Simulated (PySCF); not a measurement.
```xyz
13

O     3.0577    1.6461   -0.2155
C     2.5856    0.5466   -0.0690
O     3.2680   -0.4752    0.4808
C     1.2604    0.1664   -0.4436
C     0.1400   -0.1045   -0.7973
C    -1.2021   -0.4256   -1.1658
Si   -2.4107   -0.0255    0.2747
H     4.1597   -0.1779    0.7185
H    -1.4802    0.1519   -2.0491
H    -1.2661   -1.4850   -1.4203
H    -3.7495   -0.3776   -0.2045
H    -2.0441   -0.8394    1.4320
H    -2.3231    1.4002    0.5800
```

Geometry: GFN2-xTB.

These are results of PBE0/def2-SVPD, SCF density, gas phase (PySCF 2.14.0), not measurements.

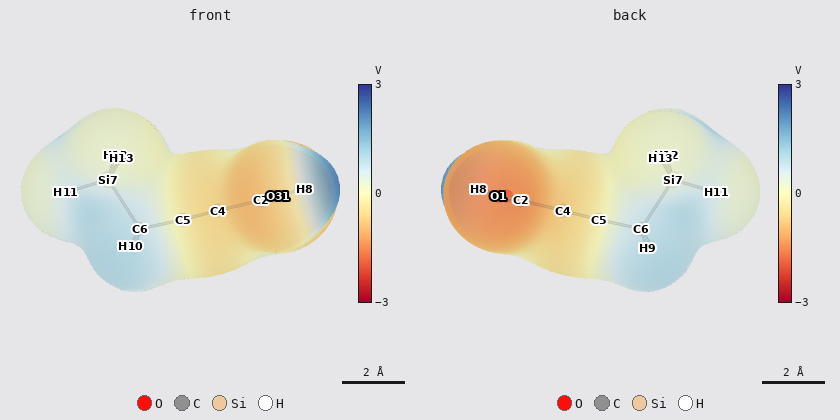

C$_{4}$H$_{6}$O$_{2}$Si. The molecular electrostatic potential painted on the density surface at 0.001 e/bohr³, seen from the front and from behind; the colour scale runs from red (negative) to blue (positive).

Q: Describe the electrostatic potential map.

A: The most negative region (about −1.6 V, or −37 kcal/mol for a unit charge) lies over O1, the most positive (about +2.1 V, or +48 kcal/mol for a unit charge) over H8. O1 is the likeliest acceptor of a hydrogen bond.

Q: What dipole moment does the calculation give?

A: Its dipole moment is 2.87 D.
